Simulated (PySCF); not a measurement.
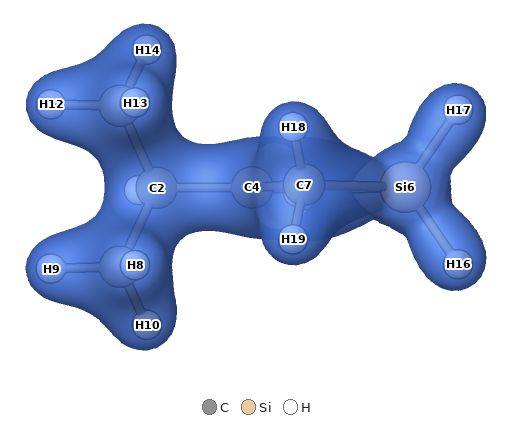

Figure. C6H12Si (SMILES CC(C)C1=C[SiH2]C1). Isosurface of the electron density at 0.5 e/Å³ (blue), seen across its widest extent.

Geometry: GFN2-xTB.

Method: PBE0/pcSseg-1, SCF density, gas phase, non-relativistic (PySCF 2.14.0).

Input file:

```
{"job": {"kind": "nmr", "xc": "PBE0", "basis": "pcSseg-1"}, "charge": 0, "multiplicity": 1}
C     -1.357494    -1.532400     0.412723
C     -1.050253    -0.242979    -0.353290
C     -1.852420     0.926369     0.223808
C      0.413280     0.055019    -0.307274
C      1.295446     0.155085    -1.311761
Si     2.761934     0.534537    -0.196572
C      1.223359     0.313490     0.943165
H     -1.111461    -1.415634     1.465637
H     -2.414285    -1.778030     0.332411
H     -0.777177    -2.360379     0.010614
H     -1.336405    -0.381448    -1.403359
H     -2.919450     0.732330     0.137851
H     -1.612845     1.068319     1.275185
H     -1.622877     1.845496    -0.311515
H      1.091719     0.033613    -2.364317
H      3.805605    -0.481826    -0.062085
H      3.333447     1.880597    -0.240634
H      0.887686     1.187690     1.499054
H      1.232386    -0.530598     1.631167
```

Run with:

```sh
OMP_NUM_THREADS=1 python probes_run.py task.json out
```

> How is the density connected at this value?

At this value the surface is in one piece. It bridges the sampled C–C (1.34 Å), C–Si (1.88 Å), C–H (1.08 Å) and C–C (1.49 Å) contacts, where the density stays above the isovalue. On the grid the lowest density along these lines, outside the cores, is 2.3 e/Å³ (C–C, 1.34 Å), 0.76 e/Å³ (C–Si, 1.88 Å), 1.9 e/Å³ (C–H, 1.08 Å) and 1.7 e/Å³ (C–C, 1.49 Å).
